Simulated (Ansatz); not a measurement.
# SnCl3: the cost of one run

Computed with Ansatz 0.2.0 (DFT PBE, scalar-relativistic, plane waves, PAW, unless a step's input says otherwise).

1 further run of the same task is left out (it didn't finish).

### Step 1. The system as given

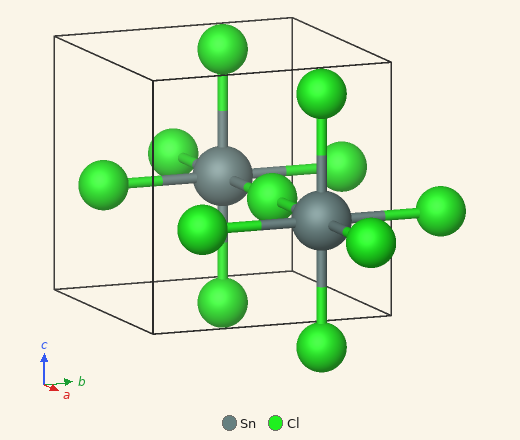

Start, viewed slightly off an axis; tin teal, chlorine green. 2×1×1 cells are drawn. Atoms on the faces are drawn again on the opposite ones.

Coordinates:

```
Sn Cl
1.0
     4.97149    0.00000    0.00000
     0.00000    4.97149    0.00000
     0.00000    0.00000    4.97149
Sn Cl
1 3
Direct
  0.50000 0.50000 0.50000
  0.00000 0.50000 0.50000
  0.50000 0.00000 0.50000
  0.50000 0.50000 0.00000
```

The cell is invented: random cell by space group and Wyckoff sites (Pm-3m, No. 221). The dimensions are guesses.

### Step 2. Probe: one point on a coarse mesh

Contents of input.yaml:

```yaml
crystal:
  lattice:
    - [4.97149176, 0.0, 0.0]
    - [0.0, 4.97149176, 0.0]
    - [0.0, 0.0, 4.97149176]
  atoms:
    - { symbol: Sn, position: [0.5, 0.5, 0.5] }
    - { symbol: Cl, position: [0.0, 0.5, 0.5] }
    - { symbol: Cl, position: [0.5, 0.0, 0.5] }
    - { symbol: Cl, position: [0.5, 0.5, 0.0] }
basis:
  ecutwfc: 420
kpoints:
  mp_grid: { grid: [4, 4, 4] }
hamiltonian:
  xc: pbe
scf:
  occupations: { method: gaussian, width: 0.1 }
  lower_state_search: "off"
output:
  forces: true
  stress: true
  eigenvalues: true
```

Command:

```bash
$ ansatz run input.yaml --threads 1 --pin off --max-ram 2560MiB --backend cpu --events-out ev --progress --plain --runs-dir out
```

**Question.** How long does this run take on 1 thread of Intel Xeon 6975P-C (Granite Rapids), shared host, and how much memory does it need?

About 1.1 s, with a peak of 0.37 GiB.
